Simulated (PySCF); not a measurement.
**C$_{3}$H$_{9}$Al (AlMe3): density, localisation and related maps**

```yaml
atoms:
  - { symbol: Al, position_ang: [0.0038, -0.0053, -0.0014] }
  - { symbol: C, position_ang: [1.9664, -0.0396, -0.0329] }
  - { symbol: H, position_ang: [2.3925, -1.0533, -0.0931] }
  - { symbol: H, position_ang: [2.3801, 0.4421, 0.8711] }
  - { symbol: H, position_ang: [2.3566, 0.5409, -0.8874] }
  - { symbol: C, position_ang: [-0.9466, 1.7123, 0.0045] }
  - { symbol: H, position_ang: [-1.5660, 1.8138, 0.9136] }
  - { symbol: H, position_ang: [-1.6502, 1.7781, -0.8442] }
  - { symbol: H, position_ang: [-0.2832, 2.5902, -0.0435] }
  - { symbol: C, position_ang: [-1.0101, -1.6860, 0.0296] }
  - { symbol: H, position_ang: [-2.1022, -1.5422, 0.0452] }
  - { symbol: H, position_ang: [-0.7416, -2.2946, 0.9111] }
  - { symbol: H, position_ang: [-0.7689, -2.3084, -0.8504] }
```

Geometry: PBE0-D3(BJ)/def2-SVP.

Level of theory: PBE0/pcSseg-1 Al:pcSseg-2, SCF density, gas phase, non-relativistic in PySCF.

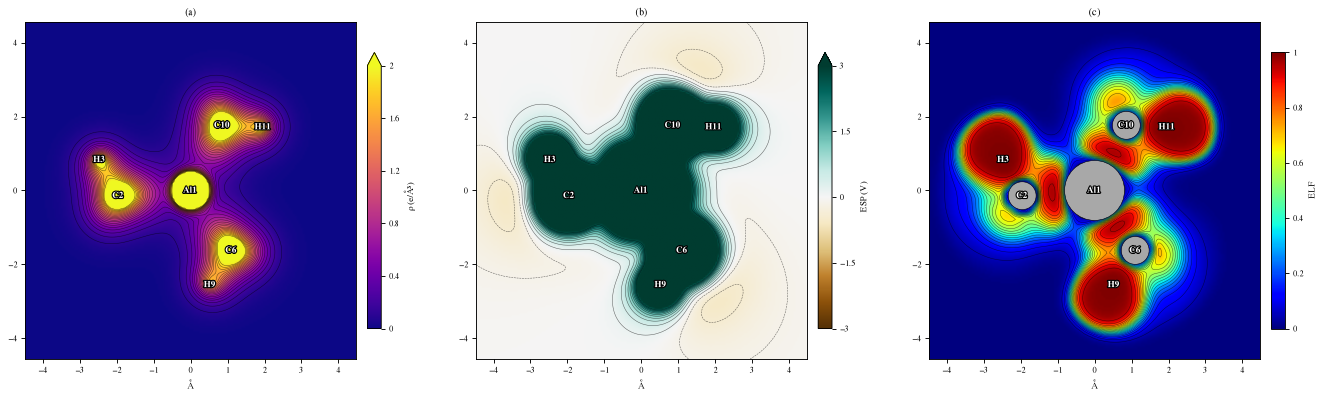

Figure 1. (a) total electron density; (b) molecular electrostatic potential; (c) electron localisation function on the plane of atoms Al1, C2 and H3. Grey discs cover the atomic cores in the ELF map.

Interpret the plot.

- Atoms in the plane: Al, C and H.
- C–Al (1.96 Å): ρ is about 0.73 e/Å³ halfway; the ELF peaks at about 0.95 between the atoms, as expected for a polar covalent bond.
- C–H (1.10 Å): ρ is about 1.9 e/Å³ halfway; the ELF climbs to about 1 towards the hydrogen, as it does in any bond to H: an ordinary covalent bond to hydrogen.
- Outside the dense part of the molecule the potential is most negative (−0.5 V) near C2, C6 and C10.

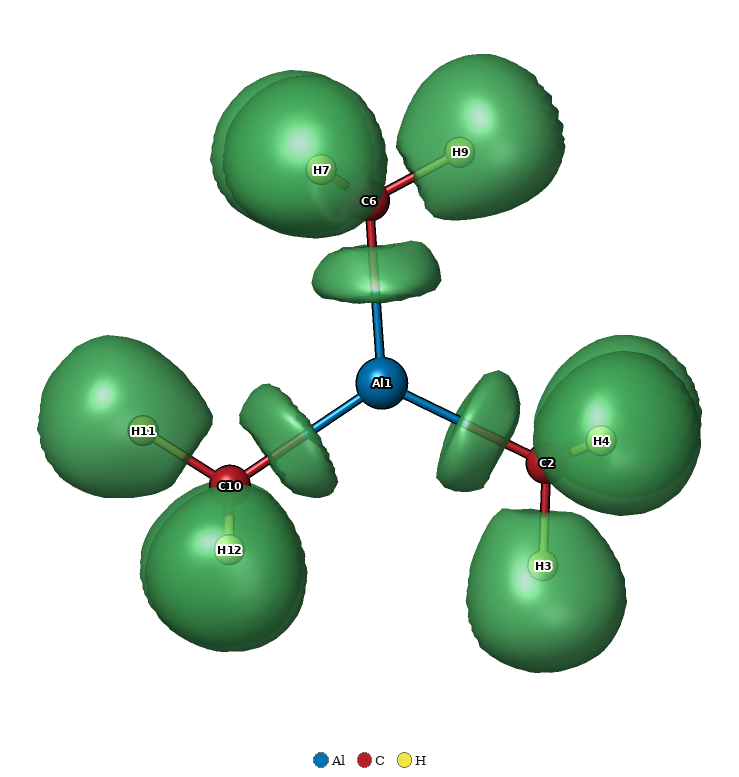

Figure 2. Isosurface of the ELF at 0.8 (green), seen at a tilt. Core shells and regions of very low density are left out.

Identify the bonds, lone pairs and shells in this picture.

The surface consists of three regions between bonded Al–C atoms (shared pairs) and nine regions around hydrogen nuclei.

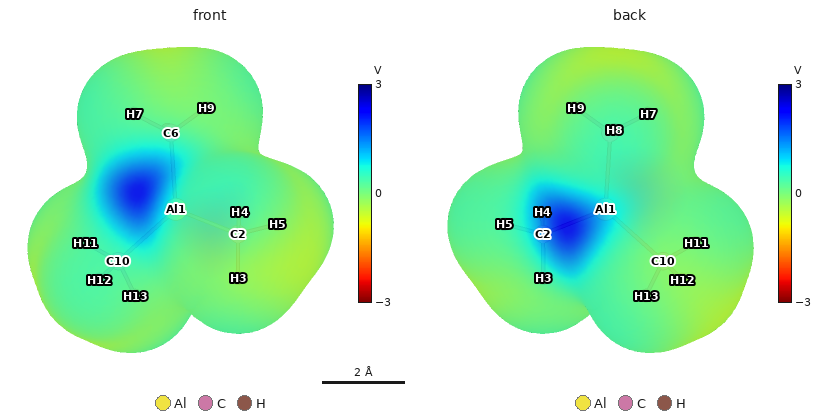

Figure 3. The electrostatic potential painted on the density surface at 0.001 e/bohr³, seen from the front and from behind; red is negative and blue positive.

Describe the electrostatic potential map.

The most negative region (about −0.5 V) lies over C2, C6 and C10, the most positive (about +2.1 V) over Al1.

What dipole moment does the calculation give?

Its dipole moment is zero.
